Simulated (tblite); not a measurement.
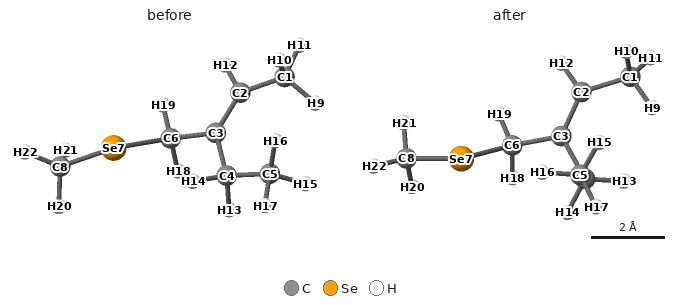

The structure of C$_{7}$H$_{14}$Se before (left) and after (right) a relaxation, at one scale.

A ball-and-stick model, seen at a tilt.

The calculation used GFN2-xTB geometry optimisation, gas phase in tblite. 

> What changed between the two?

After 279 geometry steps the energy has fallen by 0.895 eV. The atom that moves furthest after the best rigid fit is H16 (2.19 Å). By element the largest moves are H 2.19 Å, C 0.86 Å, Se 0.50 Å. Near-neighbour distances that change, for instance: C5–H17 1.158 → 1.088 Å, C4–C5 1.479 → 1.529 Å, C1–H11 1.139 → 1.090 Å, C6–Se7 1.947 → 1.996 Å. Bond angles that change, for instance: C6–Se7–C8 106.7° → 95.6°, C4–C5–H16 118.0° → 110.0°, C3–C4–C5 118.6° → 111.1°. Groups turn about C3–C4 by about 80°, C1–C2 by about 35°, Se7–C8 by about 30°. The run took 3.6 s on 1 thread of Arm Neoverse N1 (shared host).
